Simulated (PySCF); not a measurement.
# PH₂F: a changed input and its effect

System: PH₂F (fluorophosphane), SMILES FP.
Method of run A: GIAO PBE0/pcSseg-1 NMR shielding, non-relativistic, IEF-PCM tetrahydrofuran (PySCF 2.14.0).

The geometry comes from this level: PBE0-D3(BJ)/def2-SVP. Text and figures count atoms from 1; the logs count them from 0 in places.

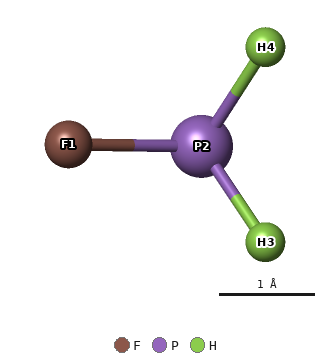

**Figure 1.** The structure as given in the input (ball-and-stick view, seen on its broad side; atoms are numbered from 1 in the order of the input). Bond lengths as drawn: F–P 1.63 Å and H–P 1.44 Å.

**The input, run A**
```
{"job": {"kind": "nmr", "xc": "PBE0", "basis": "pcSseg-1", "solvent": "tetrahydrofuran", "pop": false}, "charge": 0, "multiplicity": 1}
F      0.738002    -1.212391    -0.041752
P      0.282875     0.280417     0.411863
H     -1.130797     0.044175     0.492140
H      0.146154     0.855588    -0.896205
```

The first line tells a small driver script what to run in PySCF; the rest is the geometry in Å.

Command:
```bash
OMP_NUM_THREADS=1 python <driver script> task.json out
```

Hardware: 1 CPU thread, shared host.

**Output (run A)**
```
coarse grid: 3952 points
cycle   1  E = -442.0963378831  dE =  9.363e-03  |g| = 4.667e-01  |ddm| = 1.673e+00
cycle   2  E = -442.0567379510  dE =  3.960e-02  |g| = 7.049e-01  |ddm| = 6.112e-01
cycle   3  E = -442.1295658980  dE = -7.283e-02  |g| = 2.180e-02  |ddm| = 3.683e-01
cycle   4  E = -442.1296342891  dE = -6.839e-05  |g| = 5.227e-03  |ddm| = 1.959e-02
cycle   5  E = -442.1296388684  dE = -4.579e-06  |g| = 1.101e-03  |ddm| = 6.854e-03
final grid: 34280 points
cycle   6  E = -442.1472876782  dE = -7.494e-06  |g| = 9.714e-04  |ddm| = 8.059e-03
cycle   7  E = -442.1472876799  dE = -1.738e-09  |g| = 1.147e-03  |ddm| = 1.582e-03
cycle   8  E = -442.1472878592  dE = -1.793e-07  |g| = 1.396e-04  |ddm| = 6.360e-04
cycle   9  E = -442.1472878629  dE = -3.775e-09  |g| = 5.652e-05  |ddm| = 2.196e-04
cycle  10  E = -442.1472878635  dE = -6.090e-10  |g| = 4.696e-06  |ddm| = 6.040e-05
converged SCF energy = -442.1472878635

GIAO shielding tensors (ppm)
atom      isotropic    diamagn.    paramagn.     s11        s22        s33       span
  0 F      516.404     473.102      43.302    385.314    488.346    675.552    290.238
  1 P      210.391     961.862    -751.472   -124.263    191.759    563.676    687.939
  2 H       23.676      27.770      -4.094     19.250     22.941     28.837      9.587
  3 H       23.676      27.764      -4.087     19.250     22.942     28.837      9.587
```

The input of run B differs as follows (lines with − go, lines with + come):
```diff
-"solvent": "tetrahydrofuran"
-"pop": false
+"solvent": "acetonitrile"
+"pop": true
```

How does run B compare with run A?

The total energy of run B is 0.46 kcal/mol lower: the change of the electrostatic solvation energy at this fixed geometry, without cavity or dispersion terms. The dipole moment goes from 2.07 to 2.14 D. Of all shieldings, the largest change is that of P2, by −1.0 ppm. The number of SCF iterations is the same.

**Output (run B)**
```
coarse grid: 3952 points
cycle   1  E = -442.0974925072  dE =  8.247e-03  |g| = 4.654e-01  |ddm| = 1.673e+00
cycle   2  E = -442.0596400894  dE =  3.785e-02  |g| = 6.962e-01  |ddm| = 5.986e-01
cycle   3  E = -442.1303020218  dE = -7.066e-02  |g| = 2.176e-02  |ddm| = 3.600e-01
cycle   4  E = -442.1303702136  dE = -6.819e-05  |g| = 5.154e-03  |ddm| = 1.946e-02
cycle   5  E = -442.1303747182  dE = -4.505e-06  |g| = 1.088e-03  |ddm| = 6.903e-03
final grid: 34280 points
cycle   6  E = -442.1480241057  dE = -7.468e-06  |g| = 9.893e-04  |ddm| = 8.055e-03
cycle   7  E = -442.1480241081  dE = -2.469e-09  |g| = 1.167e-03  |ddm| = 1.613e-03
cycle   8  E = -442.1480242942  dE = -1.860e-07  |g| = 1.397e-04  |ddm| = 6.452e-04
cycle   9  E = -442.1480242980  dE = -3.815e-09  |g| = 5.747e-05  |ddm| = 2.270e-04
cycle  10  E = -442.1480242986  dE = -6.205e-10  |g| = 4.411e-06  |ddm| = 6.043e-05
converged SCF energy = -442.1480242986

GIAO shielding tensors (ppm)
atom      isotropic    diamagn.    paramagn.     s11        s22        s33       span
  0 F      516.584     473.298      43.287    386.423    489.064    674.265    287.843
  1 P      209.368     961.901    -752.534   -125.869    189.692    564.280    690.149
  2 H       23.627      27.727      -4.100     19.240     22.873     28.766      9.526
  3 H       23.627      27.721      -4.094     19.240     22.874     28.767      9.526
```

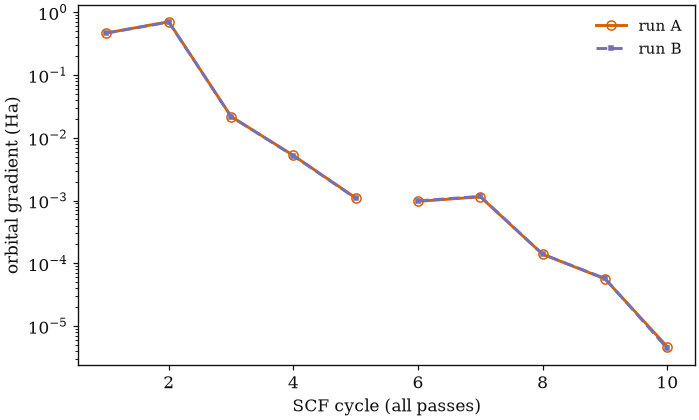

**Figure 2.** Convergence of the two runs: orbital gradient against the SCF cycle. A break in a curve parts two SCF passes (coarse and final grid). Run A takes 10 cycles in all, and run B takes 10.

**The two runs side by side**

```tsv
quantity	run A	run B
outcome	converged	converged
total energy (hartree)	−442.147288	−442.148024
HOMO (eV)	−7.68	−7.65
LUMO (eV)	−0.26	−0.23
dipole moment (D)	2.07	2.14
shielding of F1 (ppm)	516.4	516.6
shielding of P2 (ppm)	210.4	209.4
shielding of H3 (ppm)	23.7	23.6
shielding of H4 (ppm)	23.7	23.6
SCF iterations	10	10
basis functions	51	51
wall time (shared host)	0.64 s	1.3 s
```
